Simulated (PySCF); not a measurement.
F$_{2}$Se···PH$_{3}$ (SMILES F[Se]F.P)

```xyz
7

F    -1.1157   -0.0130    0.6668
Se    0.3227    0.8412    0.1422
F     0.9037   -0.6321   -0.6624
P    -1.0136    2.7865    1.5182
H    -2.3155    3.1246    1.0882
H    -0.5162    4.1030    1.6542
H    -1.3217    2.5659    2.8786
```

Geometry: PBE0-D3(BJ)/def2-TZVPD.

Theory: wB97M-D3(BJ)/def2-TZVPD, SCF density, gas phase (PySCF 2.14.0).

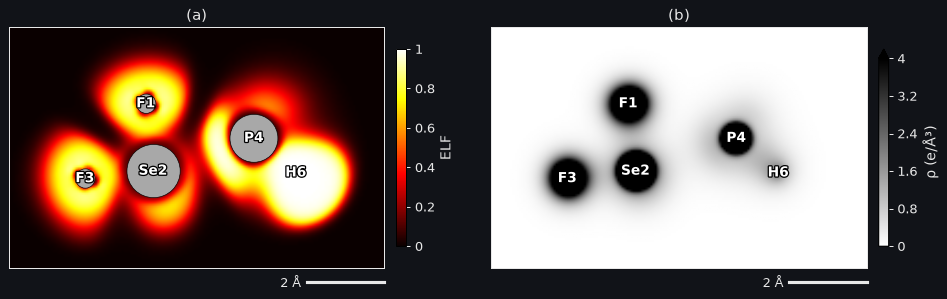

Figure 1. (a) electron localisation function; (b) total electron density on the plane of atoms F1, Se2 and F3. Grey discs cover the atomic cores in the ELF map.

> Describe what can be read from this map.

Atoms in the plane: F, Se, P and H.
P4···Se2 (2.73 Å): the density falls to about 0.3 e/Å³ on the way; the ELF peaks at about 0.95 in the valence shell of P, 0.9 Å from its nucleus, and is about 0.45 at the midpoint.
Se–F (1.75 Å): ρ at the midpoint is about 1.1 e/Å³; the ELF peaks at about 0.80 in the valence shell of F, 0.5 Å from its nucleus, and is about 0.45 at the midpoint.
P–H (1.41 Å): ρ at the midpoint is about 1.1 e/Å³; the ELF climbs to about 1 towards the hydrogen, as it does in any bond to H.
The ELF also peaks beside F3 and F1, away from the bonds: lone-pair regions.

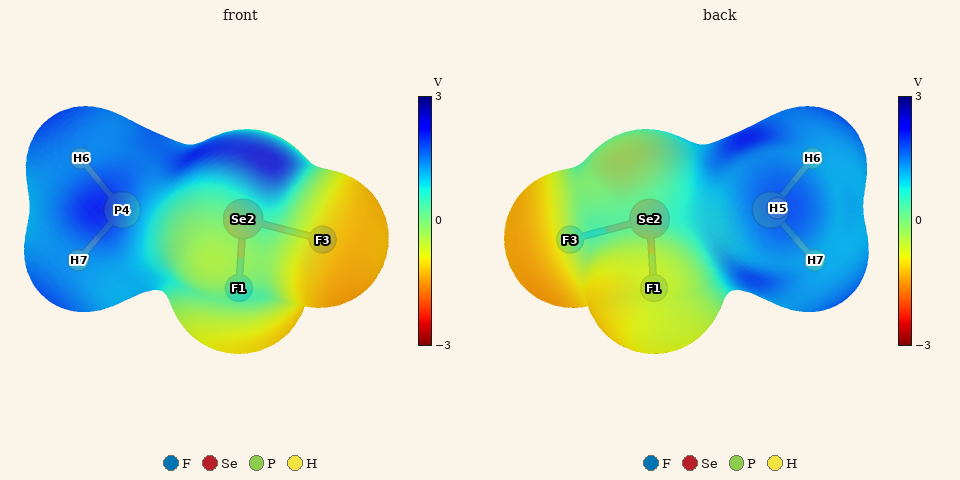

Figure 2. The electrostatic potential painted on the density surface at 0.004 e/bohr³, seen from the front and from behind; red is negative and blue positive.

> Where is the surface potential most negative and most positive?

The most negative region (about −1.5 V) lies over F3, the most positive (about +2.2 V) over Se2.

> What dipole moment does the calculation give?

Its dipole moment is 4.77 D.
